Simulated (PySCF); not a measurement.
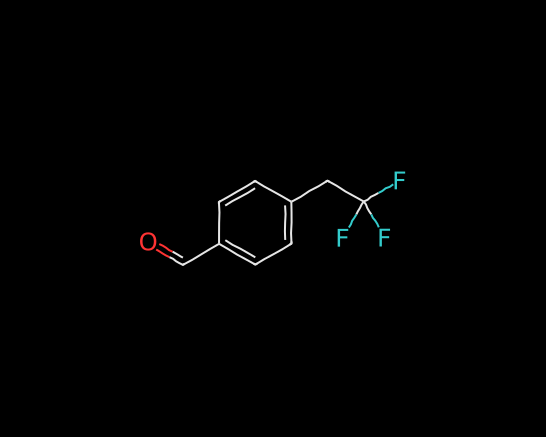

Transcribe the drawing into SMILES.

O=Cc1ccc(CC(F)(F)F)cc1

What is the molecular formula?

C9H7F3O.

An optimisation with PBE0-D3(BJ)/def2-SVP gave a structure of which point group?

C1. Other conformers may differ.

More results for the same structure follow; atom numbers are the same in all pictures, views and colours differ. The geometry was computed by an optimisation with PBE0-D3(BJ)/def2-SVP. No frequency run is at hand to confirm it as a minimum.

**Ring current**

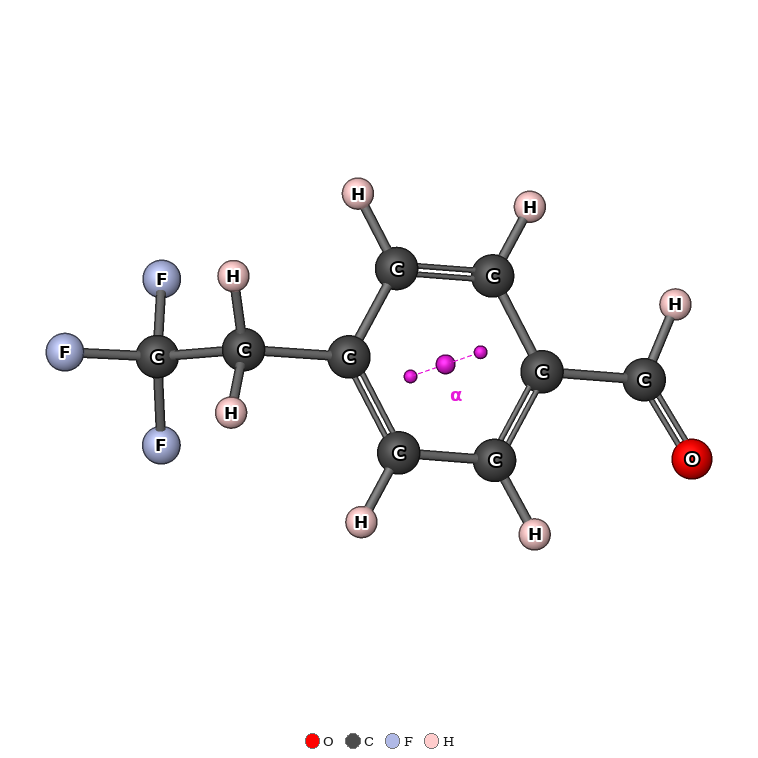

The small points mark where nucleus-independent chemical shifts (NICS) were computed: at the centre of each lettered ring and 1 Å above and below it. No frequency run is at hand to confirm it as a minimum. Level of theory: GIAO PBE0/pcSseg-1 NMR shielding, non-relativistic, IEF-PCM dichloromethane (PySCF 2.14.0).

Give NICS(0), NICS(1) and the out-of-plane component NICS(1)zz for each ring (means of the two sides).

```csv
ring,members,NICS(0),NICS(1),NICS(1)zz
α,C6,−8.0,−11.1,−26.9
```

Values in ppm.

What do the values say about the ring currents?

Ring α: diatropic, as in an aromatic ring. NICS is one index among several.

**Dipole moment**

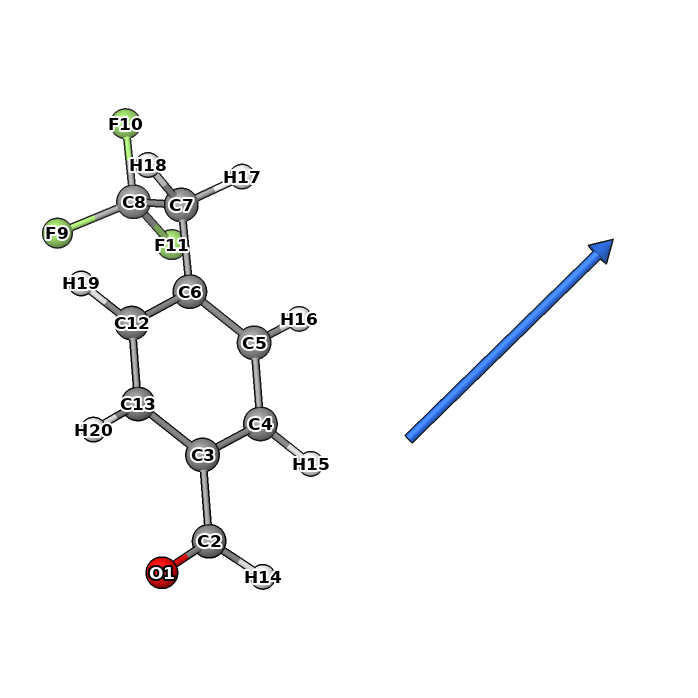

The arrow beside the molecule shows the direction of the dipole moment, from the negative to the positive end (its length means nothing). No frequency run is at hand to confirm it as a minimum. Method: PBE0/pcSseg-1 in dichloromethane (IEF-PCM) (PySCF 2.14.0).

Estimate the dipole moment.

4.01 D; it points from the side of O1 to the side of H17 (the outermost atoms at the two ends).

**NMR shielding**

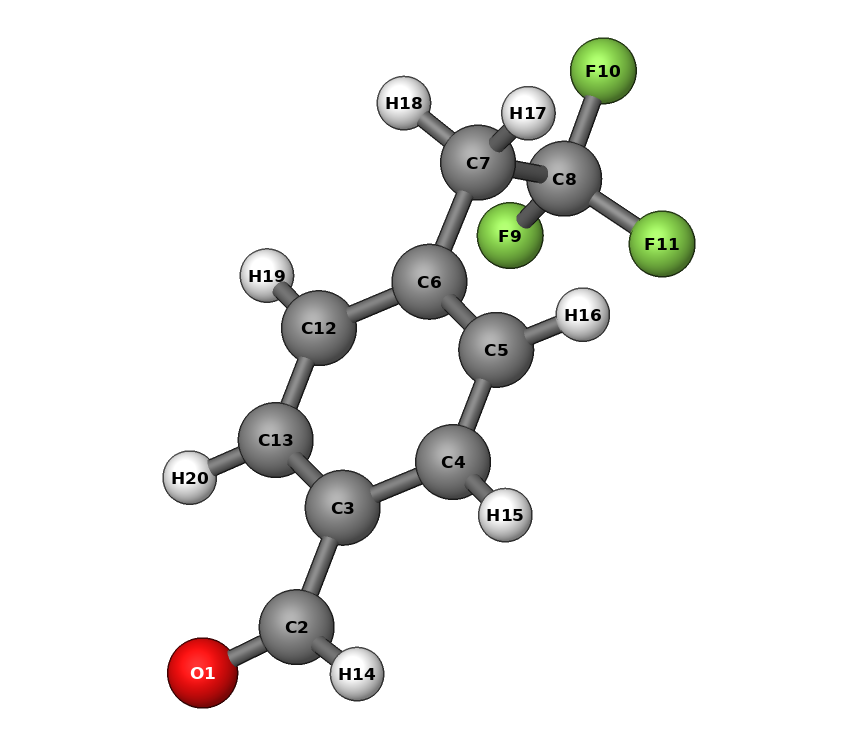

No frequency run is at hand to confirm it as a minimum. Method: GIAO PBE0/pcSseg-1 NMR shielding, non-relativistic, IEF-PCM acetone (PySCF 2.14.0). Principal shieldings σ11 ≤ σ22 ≤ σ33, span Ω = σ33 − σ11, skew κ = 3(σiso − σ22)/Ω.

Give the shielding tensors of the C atoms.

```
atom    σ11    σ22    σ33   σiso      Ω     κ
  C2  −95.0  −31.8   83.7  −14.3  178.7  0.29
  C3  −43.3   11.9  166.8   45.1  210.1  0.47
  C4  −58.0   13.9  174.6   43.5  232.5  0.38
  C5  −60.8   32.9  166.3   46.1  227.0  0.18
  C6  −68.0   13.4  171.9   39.1  239.9  0.32
  C7  130.0  137.3  158.7  142.0   28.7  0.49
  C8   51.5   52.1   57.1   53.6    5.6  0.79
 C12  −58.8   33.8  164.3   46.4  223.1  0.17
 C13  −53.2   24.1  185.1   52.0  238.3  0.35
```

Shieldings and span in ppm.
